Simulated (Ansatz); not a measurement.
## Effect of Sn → Ti on Sn

Start from Sn (space group I4_1/amd, No. 141; a = 5.8862 Å, c = 3.1837 Å).

The change: full substitution Sn → Ti; the structure is relaxed again.

Calculations: r2SCAN (Ansatz, a program for electronic structure), without spin-orbit coupling. k-mesh 19×19×19 (Γ-centred); smearing 0.05 eV (Fermi–Dirac), for the changed cell.

| quantity | base | changed | shift |
|---|---|---|---|
| volume per atom | 27.58 Å³ | 17.17 Å³ | -10.41 Å³ |
| density | 7.15 g/cm³ | 4.63 g/cm³ | -2.52 g/cm³ |
| lattice parameter a | 11.123 bohr | 9.353 bohr | -1.770 bohr |
| c/a ratio | 0.541 | 0.566 | +0.025 |
| space group | I4_1/amd (No. 141) | I4_1/amd (No. 141) | – |
| band gap | zero | zero | – |

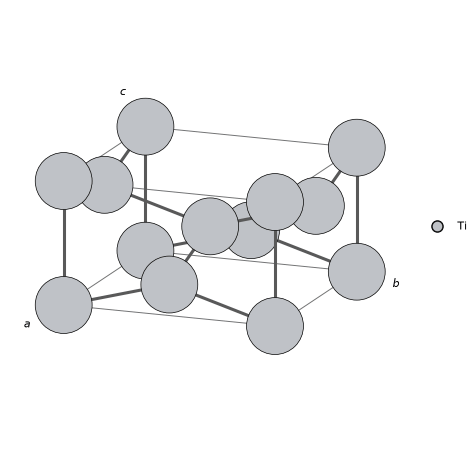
Figure. The relaxed conventional cell after the change

No phonon test of stability was made. As relaxed here, Ti is a hypothetical phase, not in the database extracts checked. All final runs are without spin polarisation.
